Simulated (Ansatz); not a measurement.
Geometry relaxation, with input and output: WNH4ClF3 (part 1 of 2)

- system: WNH4ClF3, multiplicity 2
- method: UKS PBE/def2-SVP (Ansatz 0.2.0)

The input holds or restrains some coordinates. It belongs to a series of runs on one base structure; here: pulled along the bonds that form and break, towards end A. Figures and captions count atoms from 1; the log counts them from 0 in places.

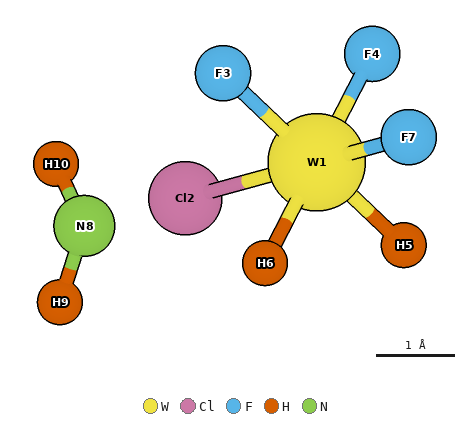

The structure as given in the input (ball-and-stick view, seen at a tilt; atoms are numbered from 1 in the order of the input). Sticks mark near contacts. Bond lengths as drawn: Cl–W 2.64 Å, F–W 1.85 Å, H–N 1.06 Å and H–W 1.72 Å.

### The input
```yaml
crystal:
  periodic: [false, false, false]
  atoms:
    - { symbol: W, position_ang: [0.0, 0.0, 0.0] }
    - { symbol: Cl, position_ang: [0.0, 0.0, 2.64] }
    - { symbol: F, position_ang: [1.85, 0.0, 0.0] }
    - { symbol: F, position_ang: [0.0, 1.85, 0.0] }
    - { symbol: H, position_ang: [-1.72, 0.0, 0.0] }
    - { symbol: H, position_ang: [0.0, -1.72, 0.0] }
    - { symbol: F, position_ang: [0.0, 0.0, -1.85] }
    - { symbol: "N", position_ang: [0.0, 0.0, 4.67] }
    - { symbol: H, position_ang: [-0.496, -0.7725, 5.2] }
    - { symbol: H, position_ang: [0.496, 0.7725, 5.2] }
magnetization:
  spin_polarized: true
  initial_magnetization: 1
basis:
  gaussian: { orbitals: def2-SVP }
hamiltonian:
  xc: pbe
relax:
  f_tol: 0.15
  max_steps: 25
  restrain:
    - { distance: [1, 7], at: 2.93, k: 30.0 }
    - { distance: [0, 1], at: 2.39, k: 30.0 }
```

Machine: 4 threads of Intel Xeon (Sapphire Rapids), 32 GiB of memory available, shared host.

Run as:
```bash
ansatz run input.yaml --threads 4 --pin off --max-ram 5120MiB --backend cpu --events-out ev --progress --plain --runs-dir out
```

### Log
```
The last accepted step is kept in [file] (removed where the run ends without a failure and the disk answers)
Engine: ansatz 0.2.0, x86_64-unknown-linux-gnu
Functional definition: PBE
  parameter kappa = 0.804
  parameter beta = 0.06672455060314922
  exchange = pbe_x(kappa = kappa, mu = beta*pi^2/3)
  correlation = pbe_c(beta = beta)
1350 factors; their error is unknown
mean field evaluation 1: about -24009.7377 eV, gradient 6.3e1 eV
mean field evaluation 2: about -23563.1261 eV, gradient 2.2e2 eV
mean field evaluation 4: about -23818.0080 eV, gradient 1.6e2 eV
mean field evaluation 8: about -24027.4210 eV, gradient 7.4e-1 eV
mean field evaluation 16: about -24027.3984 eV, gradient 1.2e-4 eV
mean field evaluation 32: about -24012.1247 eV, gradient 3.8e1 eV
mean field evaluation 64: about -24027.2593 eV, gradient 9.7e-1 eV
mean field evaluation 96: about -24026.8537 eV, gradient 4.9e-1 eV
mean field -24027.39844844 eV, -882.9906066247 hartree, gradient 1.4e-5 eV, S^2 1.033940; 10 other end points of the search recorded, 0 dependent functions left out
the calculation of the forces begins
reference -24027.39852330 eV, -882.9906093755 hartree; 35, 34 occupied and 91, 92 virtual orbitals, 1350 factors
relax step   1: F+E_penalty+E_count = -24027.39844844 eV  Δ(F+E_penalty+E_count) = +0.000e0 eV  max|allowed force component| = 2.197e0 eV/Å  E_restraint = 13.08750000 eV  max|allowed force component, restraints' pulls added| = 3.670e1 eV/Å  Δτ_max = 0.0000 Å  (373 SCF iters, accepted)
  distance Cl 1 - N 7 = 2.0300 Å
  distance W 0 - Cl 1 = 2.6400 Å
these checks for a lower state are left out or cut short: starts, cluster_reference, orbital_swaps, neighbouring_geometries, increment
1350 factors; their error is unknown
mean field evaluation 128: about -24028.2086 eV, gradient 3.8e-5 eV
mean field -24028.20862854 eV, -883.0203801942 hartree, gradient 3.8e-6 eV, S^2 0.765686; 0 other end points of the search recorded, 0 dependent functions left out
[... from here on the field's lines of each further geometry are left out, up to the last ...]
relax step   2: F+E_penalty+E_count = -24028.20862854 eV  Δ(F+E_penalty+E_count) = -8.102e-1 eV  max|allowed force component| = 3.883e0 eV/Å  E_restraint = 5.05272590 eV  max|allowed force component, restraints' pulls added| = 2.251e1 eV/Å  Δτ_max = 0.1949 Å  (90 SCF iters, accepted)
relax step   3: F+E_penalty+E_count = -24028.71397989 eV  Δ(F+E_penalty+E_count) = -5.054e-1 eV  max|allowed force component| = 2.995e0 eV/Å  E_restraint = 1.34168315 eV  max|allowed force component, restraints' pulls added| = 5.004e0 eV/Å  Δτ_max = 0.1921 Å  (47 SCF iters, accepted)
relax step   4: F+E_penalty+E_count = -24029.40150911 eV  Δ(F+E_penalty+E_count) = -6.875e-1 eV  max|allowed force component| = 2.632e0 eV/Å  E_restraint = 0.11145481 eV  max|allowed force component, restraints' pulls added| = 1.399e0 eV/Å  Δτ_max = 0.1947 Å  (51 SCF iters, accepted)
relax step   5: F+E_penalty+E_count = -24030.16192655 eV  Δ(F+E_penalty+E_count) = -7.604e-1 eV  max|allowed force component| = 1.182e0 eV/Å  E_restraint = 0.03604292 eV  max|allowed force component, restraints' pulls added| = 1.005e0 eV/Å  Δτ_max = 0.2000 Å  (51 SCF iters, accepted)
relax step   6: F+E_penalty+E_count = -24030.64242636 eV  Δ(F+E_penalty+E_count) = -4.805e-1 eV  max|allowed force component| = 1.190e0 eV/Å  E_restraint = 0.02935849 eV  max|allowed force component, restraints' pulls added| = 6.558e-1 eV/Å  Δτ_max = 0.2000 Å  (43 SCF iters, accepted)
relax step   7: F+E_penalty+E_count = -24030.71453639 eV  Δ(F+E_penalty+E_count) = -7.211e-2 eV  max|allowed force component| = 1.236e0 eV/Å  E_restraint = 0.02064978 eV  max|allowed force component, restraints' pulls added| = 4.967e-1 eV/Å  Δτ_max = 0.1603 Å  (43 SCF iters, accepted)
relax step   8: F+E_penalty+E_count = -24030.75588576 eV  Δ(F+E_penalty+E_count) = -4.135e-2 eV  max|allowed force component| = 1.224e0 eV/Å  E_restraint = 0.02570970 eV  max|allowed force component, restraints' pulls added| = 8.087e-2 eV/Å  Δτ_max = 0.1305 Å  (44 SCF iters, accepted)
relax step   9: F+E_penalty+E_count = -24030.74367332 eV  Δ(F+E_penalty+E_count) = +1.221e-2 eV  max|allowed force component| = 1.276e0 eV/Å  E_restraint = 0.02721781 eV  max|allowed force component, restraints' pulls added| = 7.127e-1 eV/Å  Δτ_max = 0.1558 Å  (45 SCF iters, rejected (line search))
relax step  10: F+E_penalty+E_count = -24030.76042098 eV  Δ(F+E_penalty+E_count) = -4.535e-3 eV  max|allowed force component| = 1.221e0 eV/Å  E_restraint = 0.02470024 eV  max|allowed force component, restraints' pulls added| = 1.590e-1 eV/Å  Δτ_max = 0.0760 Å  (38 SCF iters, accepted)
relax step  11: F+E_penalty+E_count = -24030.76575691 eV  Δ(F+E_penalty+E_count) = -5.336e-3 eV  max|allowed force component| = 1.177e0 eV/Å  E_restraint = 0.02326153 eV  max|allowed force component, restraints' pulls added| = 3.251e-1 eV/Å  Δτ_max = 0.0968 Å  (38 SCF iters, accepted)
relax step  12: F+E_penalty+E_count = -24030.76889707 eV  Δ(F+E_penalty+E_count) = -3.140e-3 eV  max|allowed force component| = 1.162e0 eV/Å  E_restraint = 0.02096116 eV  max|allowed force component, restraints' pulls added| = 5.894e-1 eV/Å  Δτ_max = 0.1433 Å  (43 SCF iters, accepted)
relax step  13: F+E_penalty+E_count = -24030.78525905 eV  Δ(F+E_penalty+E_count) = -1.636e-2 eV  max|allowed force component| = 1.026e0 eV/Å  E_restraint = 0.02209919 eV  max|allowed force component, restraints' pulls added| = 6.579e-1 eV/Å  Δτ_max = 0.1525 Å  (37 SCF iters, accepted)
relax step  14: F+E_penalty+E_count = -24030.81896249 eV  Δ(F+E_penalty+E_count) = -3.370e-2 eV  max|allowed force component| = 9.632e-1 eV/Å  E_restraint = 0.01895235 eV  max|allowed force component, restraints' pulls added| = 4.677e-1 eV/Å  Δτ_max = 0.1146 Å  (43 SCF iters, accepted)
relax step  15: F+E_penalty+E_count = -24030.88341888 eV  Δ(F+E_penalty+E_count) = -6.446e-2 eV  max|allowed force component| = 8.109e-1 eV/Å  E_restraint = 0.01110351 eV  max|allowed force component, restraints' pulls added| = 3.653e-1 eV/Å  Δτ_max = 0.1955 Å  (44 SCF iters, accepted)
relax step  16: F+E_penalty+E_count = -24030.95576211 eV  Δ(F+E_penalty+E_count) = -7.234e-2 eV  max|allowed force component| = 8.936e-1 eV/Å  E_restraint = 0.00352244 eV  max|allowed force component, restraints' pulls added| = 8.075e-1 eV/Å  Δτ_max = 0.1949 Å  (44 SCF iters, accepted)
relax step  17: F+E_penalty+E_count = -24031.01130080 eV  Δ(F+E_penalty+E_count) = -5.554e-2 eV  max|allowed force component| = 9.981e-1 eV/Å  E_restraint = 0.00281303 eV  max|allowed force component, restraints' pulls added| = 9.981e-1 eV/Å  Δτ_max = 0.1954 Å  (43 SCF iters, accepted)
relax step  18: F+E_penalty+E_count = -24031.08397265 eV  Δ(F+E_penalty+E_count) = -7.267e-2 eV  max|allowed force component| = 6.984e-1 eV/Å  E_restraint = 0.00594453 eV  max|allowed force component, restraints' pulls added| = 3.511e-1 eV/Å  Δτ_max = 0.2000 Å  (43 SCF iters, accepted)
relax step  19: F+E_penalty+E_count = -24031.08464502 eV  Δ(F+E_penalty+E_count) = -6.724e-4 eV  max|allowed force component| = 8.575e-1 eV/Å  E_restraint = 0.00423109 eV  max|allowed force component, restraints' pulls added| = 3.899e-1 eV/Å  Δτ_max = 0.0964 Å  (44 SCF iters, accepted)
relax step  20: F+E_penalty+E_count = -24031.09590532 eV  Δ(F+E_penalty+E_count) = -1.126e-2 eV  max|allowed force component| = 5.933e-1 eV/Å  E_restraint = 0.00599540 eV  max|allowed force component, restraints' pulls added| = 9.476e-2 eV/Å  Δτ_max = 0.1629 Å  (44 SCF iters, accepted)
relax step  21: F+E_penalty+E_count = -24031.09471181 eV  Δ(F+E_penalty+E_count) = +1.194e-3 eV  max|allowed force component| = 6.887e-1 eV/Å  E_restraint = 0.00583580 eV  max|allowed force component, restraints' pulls added| = 4.618e-1 eV/Å  Δτ_max = 0.1889 Å  (44 SCF iters, rejected (line search))
the calculation of the forces begins
reference -24031.10108174 eV, -883.1266758885 hartree; 35, 34 occupied and 91, 92 virtual orbitals, 1350 factors
relax step  22: F+E_penalty+E_count = -24031.10100952 eV  Δ(F+E_penalty+E_count) = -5.104e-3 eV  max|allowed force component| = 6.100e-1 eV/Å  E_restraint = 0.00577146 eV  max|allowed force component, restraints' pulls added| = 1.184e-1 eV/Å  Δτ_max = 0.0923 Å  (39 SCF iters, accepted)
  distance Cl 1 - N 7 = 2.9313 Å
  distance W 0 - Cl 1 = 2.3704 Å
```

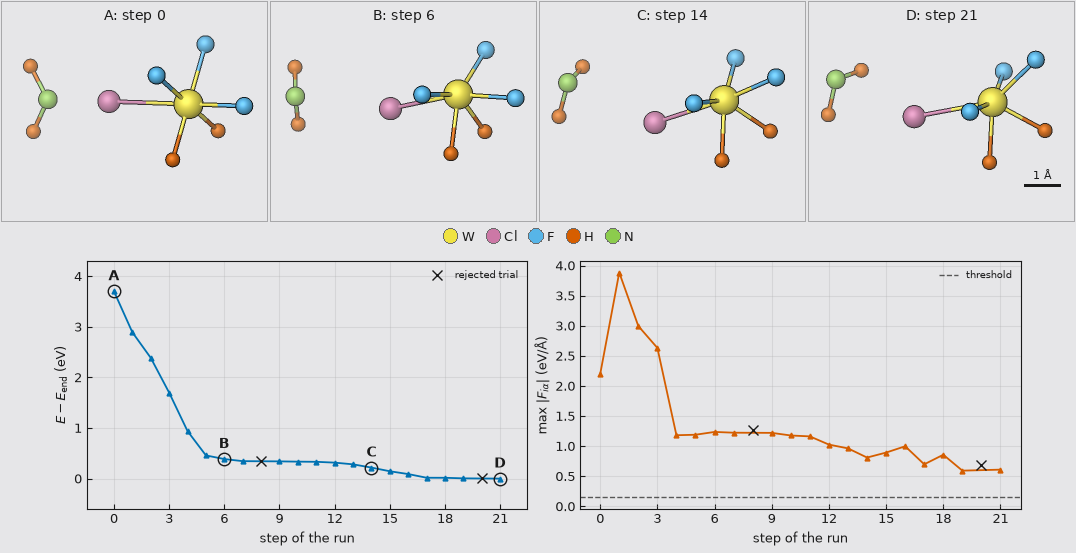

Frames of the restrained relaxation (ball-and-stick view, seen at a tilt) above the curves, on which the letters mark them (the first geometry is step 0 here and step 1 in the log).

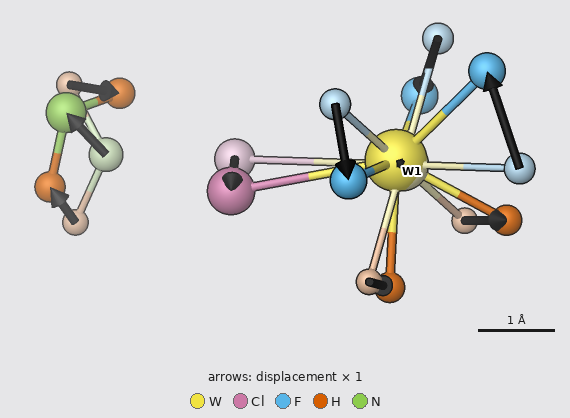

Start (faint) and end (solid) with the displacements as black arrows, at true length (ball-and-stick view, seen at a tilt). The two geometries are laid on each other by the best rigid fit. The largest move after the best rigid fit is that of F7, 1.36 Å. Largest moves by element: F 1.36 Å, H 1.18 Å, N 0.77 Å, Cl 0.76 Å, W 0.10 Å. Distances before and after: W1–Cl2 2.640 → 2.370 Å, W1–F7 1.850 → 1.897 Å, W1–H5 1.720 → 1.689 Å, W1–F3 1.850 → 1.860 Å. Among the angles that change: F3–W1–F4 90.0° → 159.0°, F3–W1–H5 180.0° → 112.7°, H6–W1–F7 90.0° → 133.6°. Over 21 geometry steps the energy falls by 3.703 eV. The largest force component goes from 2.2 to 0.61 eV/Å. The line search rejected the trial steps at points 8, 20 (counted from 0) and went back. (Atoms are counted from 1 in the order of the input.)

```
1350 factors; their error is unknown
mean field -24031.10100952 eV, -883.1266732345 hartree, gradient 1.6e-5 eV, S^2 0.752564; 5 other end points of the search recorded, 0 dependent functions left out
the calculation of the forces begins
reference -24031.10108174 eV, -883.1266758885 hartree; 35, 34 occupied and 91, 92 virtual orbitals, 1350 factors
Total energy: -24031.10108174 eV, -883.1266758885 hartree
Atom 0 at     0.084334     0.013886     0.058411 Å, force     0.064039    -0.138428     0.551959 eV/Å
Atom 1 at     0.285795    -0.625073     2.332194 Å, force    -0.054818     0.129349    -0.609987 eV/Å
Atom 2 at     1.541052    -1.066681    -0.355700 Å, force    -0.010604     0.021399     0.008105 eV/Å
Atom 3 at    -0.865079     1.483309     0.696069 Å, force     0.029491    -0.023034    -0.013415 eV/Å
Atom 4 at    -1.189628    -0.163592    -1.035604 Å, force     0.001166    -0.002344     0.007637 eV/Å
Atom 5 at    -0.781519    -1.432791     0.161584 Å, force    -0.011687    -0.002638    -0.006727 eV/Å
Atom 6 at     0.734245     1.050034    -1.391069 Å, force    -0.018915    -0.009570     0.023554 eV/Å
Atom 7 at     0.553889     0.325531     5.092135 Å, force    -0.114712     0.090778     0.021973 eV/Å
Atom 8 at    -0.032691    -0.484698     5.403000 Å, force     0.018294     0.011637    -0.009464 eV/Å
Atom 9 at    -0.200399     1.030075     4.898981 Å, force     0.097746    -0.077148     0.026363 eV/Å
Dipole moment:    -0.453785    -0.084305     0.005913 e Å
```

### Trajectory as extended XYZ (Å, eV, eV/Å), 22 frames, from step=1 to step=22
```
10
Properties=species:S:1:pos:R:3:forces:R:3 step=1 energy=-24027.39845
W     0.0000    0.0000    0.0000    0.0434   0.3716   0.7420
Cl    0.0000    0.0000    2.6400   -0.2739  -0.2616  -2.1966
F     1.8500    0.0000    0.0000    2.1235  -0.5148   0.2445
F     0.0000    1.8500    0.0000   -0.5059   1.8977   0.3513
H    -1.7200    0.0000    0.0000   -0.7383  -0.3687   0.1476
H     0.0000   -1.7200    0.0000   -0.3559  -0.7673   0.2035
F     0.0000    0.0000   -1.8500   -0.3588  -0.4092  -0.0811
N     0.0000    0.0000    4.6700    0.1299   0.0221   2.1553
H    -0.4960   -0.7725    5.2000    0.5413   0.9136  -0.8003
H     0.4960    0.7725    5.2000   -0.6051  -0.8835  -0.7661
10
Properties=species:S:1:pos:R:3:forces:R:3 step=2 energy=-24028.20863
W     0.0057    0.0079    0.0133    0.9953   0.8204   2.0913
Cl   -0.0036   -0.0034    2.4452   -0.5905  -0.5368  -3.8831
F     1.8710   -0.0063    0.0033    1.3332  -0.6531   0.0135
F    -0.0062    1.8697    0.0047   -0.6496   1.4371   0.0107
H    -1.7284   -0.0048    0.0022   -0.4307  -0.3409   0.0030
H    -0.0046   -1.7285    0.0030   -0.3363  -0.4035   0.0096
F    -0.0046   -0.0052   -1.8463   -0.4700  -0.4406  -0.2506
N     0.0014   -0.0002    4.7963    0.2834   0.0427  -0.9456
H    -0.4999   -0.7777    5.2189   -0.0219   0.1045   1.4285
H     0.4993    0.7785    5.2194   -0.1130  -0.0298   1.5228
10
Properties=species:S:1:pos:R:3:forces:R:3 step=3 energy=-24028.71398
W     0.0279    0.0258    0.0010    0.5284   0.6201   0.4816
Cl   -0.0216   -0.0192    2.2546   -0.4908  -0.4644  -0.5611
F     1.8929   -0.0207   -0.0016    1.3356  -0.7128  -0.1612
F    -0.0205    1.8933   -0.0021   -0.7073   1.2568  -0.1613
H    -1.7297   -0.0107   -0.0008   -0.0476  -0.3910  -0.0459
H    -0.0105   -1.7294   -0.0008   -0.3906  -0.0778  -0.0439
F    -0.0149   -0.0138   -1.8596   -0.3073  -0.2973  -0.1847
N     0.0095   -0.0006    4.9177    0.1236  -0.1753  -2.9951
H    -0.5042   -0.7802    5.2735   -0.3481  -0.3913   1.7659
H     0.5009    0.7855    5.2781    0.3040   0.6331   1.9058
10
Properties=species:S:1:pos:R:3:forces:R:3 step=4 energy=-24029.40151
W     0.1047    0.1045   -0.1126    0.6311   0.6164   1.1877
Cl   -0.1005   -0.0892    2.1984   -0.0033  -0.0063  -1.1184
F     1.9940   -0.1033   -0.0864   -0.0712  -0.8153  -0.0098
F    -0.1026    1.9933   -0.0861   -0.8064  -0.0673  -0.0078
H    -1.6730   -0.0868   -0.0368    0.6854  -0.3461  -0.1659
H    -0.0866   -1.6753   -0.0355   -0.3371   0.7062  -0.1474
F    -0.0285   -0.0275   -1.9625   -0.1493  -0.1353   0.1290
N     0.0477   -0.0164    5.0636    0.4792  -0.1989  -2.6316
H    -0.5181   -0.7728    5.4460   -0.0656   0.3495   1.3654
H     0.4929    0.8035    5.4718   -0.3628  -0.1030   1.3987
```
